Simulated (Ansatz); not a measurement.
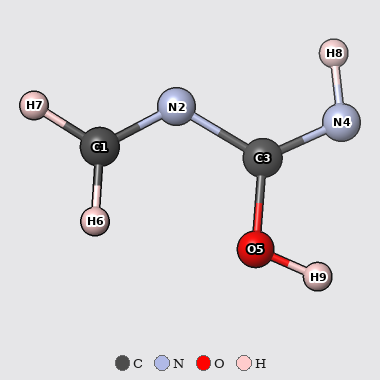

The system is C₂H₄N₂O, SMILES C=NC(=N)O; the picture shows the reference structure. The first coordinate is: dihedral N2–C3–N4–H8; the second: dihedral N2–C3–O5–H9. Nothing is relaxed (all other coordinates rigid). Grid: 18 × 18 points; 310 points were computed and 14 follow by symmetry. Energies are in eV, from the relaxed molecule at the same level. The dihedral twists a double bond; near 90° a spin-restricted reference is unreliable. Computed with RHF/def2-SVP in Ansatz.

Its coordinates:

```xyz
9

C     0.2024    1.2515   -0.9782
N     0.2195    0.0020   -0.8913
C    -0.0514   -0.6212    0.3366
N    -0.0520   -1.8567    0.4948
O    -0.3149    0.2023    1.3504
H    -0.0146    1.9130   -0.1426
H     0.4155    1.7093   -1.9402
H     0.1653   -2.3229   -0.3680
H    -0.4810   -0.3235    2.1214
```

Range: dihedral N2–C3–N4–H8 from −180 to 160°; dihedral N2–C3–O5–H9 from −180 to 160°.

**What landscape does the calculation give?**

The lowest grid point is at dihedral N2–C3–N4–H8 = 0°, dihedral N2–C3–O5–H9 = −180°, 0.00 eV from the relaxed molecule at the same level. There are further wells near dihedral N2–C3–N4–H8 = −180°, dihedral N2–C3–O5–H9 = −180° (0.42 eV above the lowest at that grid point); dihedral N2–C3–N4–H8 = −180°, dihedral N2–C3–O5–H9 = −60° (0.61 eV above the lowest at that grid point); dihedral N2–C3–N4–H8 = −180°, dihedral N2–C3–O5–H9 = 60° (0.61 eV above the lowest at that grid point). The highest grid point, dihedral N2–C3–N4–H8 = −80°, dihedral N2–C3–O5–H9 = 60°, lies 2.64 eV above the lowest. On the interpolated surface the easiest way out of the lowest well to its copy in the next cell or period passes a barrier of about 0.7 eV. Round the minimum the two coordinates are weakly coupled (coupling −0.07 in units of the two stiffnesses).

```
dihedral N2–C3–O5–H9 ↓, dihedral N2–C3–N4–H8 →  −160  −120   −80   −40     0    40    80   120   160
                                           140  0.70  1.74  2.06  0.81  0.18  0.86  2.07  1.63  0.62
                                           100  0.81  2.00  2.53  1.17  0.44  1.13  2.45  1.93  0.77
                                            60  0.77  1.95  2.64  1.33  0.53  1.14  2.45  2.02  0.81
                                            20  0.84  1.95  2.55  1.37  0.65  1.24  2.45  2.02  0.88
                                           −20  0.88  2.02  2.45  1.24  0.65  1.37  2.55  1.95  0.84
                                           −60  0.81  2.02  2.45  1.14  0.53  1.33  2.64  1.95  0.77
                                          −100  0.77  1.93  2.45  1.13  0.44  1.17  2.53  2.00  0.81
                                          −140  0.62  1.62  2.07  0.86  0.18  0.81  2.06  1.74  0.70
                                          −180  0.56  1.48  1.78  0.62  0.00  0.62  1.78  1.48  0.56
```

The table holds every second grid line.

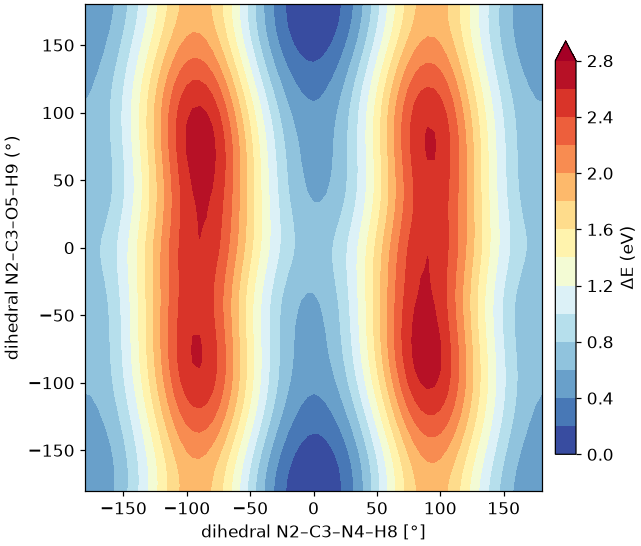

The picture shows filled contours, one colour for all values above the top of the scale. Between grid points the surface is interpolated.

The whole map (310 points run) took 7.5 min on 1 thread of Arm Neoverse V1 (shared host).
